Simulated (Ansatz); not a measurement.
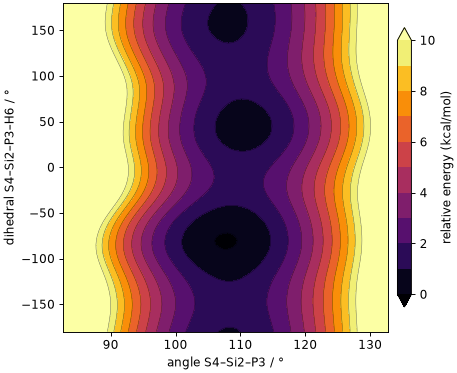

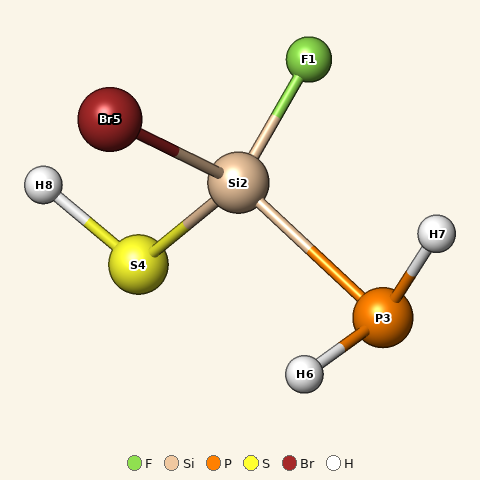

Energy landscape of BrFH₃PSSi, SMILES F[Si](P)(S)Br. Coordinates scanned: (1) angle S4–Si2–P3; (2) dihedral S4–Si2–P3–H6. Nothing is relaxed (all other coordinates rigid). The grid has 13 × 12 points. Points are written as (first, second). All energies are given in kcal/mol relative to the lowest grid point. Computed with Ansatz 0.2.0, RKS BHLYP-D4/def2-SVP.

In the figure: filled contours, one colour for all values above the top of the scale. Between grid points the surface is interpolated. The second picture is the structure at the lowest point.

Q: Describe this landscape.

A: The lowest grid point is at (107.7°, −90°). There are further wells near (111.9°, 60°) (0.7 kcal/mol above the lowest at that grid point); (107.7°, 150°) (0.8 kcal/mol above the lowest at that grid point). The highest grid point, (82.7°, 0°), lies 26.8 kcal/mol above the lowest. On the interpolated surface the easiest way out of the lowest well to the well at about (108°, 160°) passes a barrier of about 1.4 kcal/mol, counted from the interpolated bottom of the well. Round the minimum the two coordinates are nearly uncoupled.

Each point was launched as `ansatz run input.yaml --threads 1 --pin off --max-ram 2560MiB --backend cpu --events-out ev --progress --plain --runs-dir out`. Time for the 156 points that were run: 21 min on 1 thread of Arm Neoverse V2 (shared host).
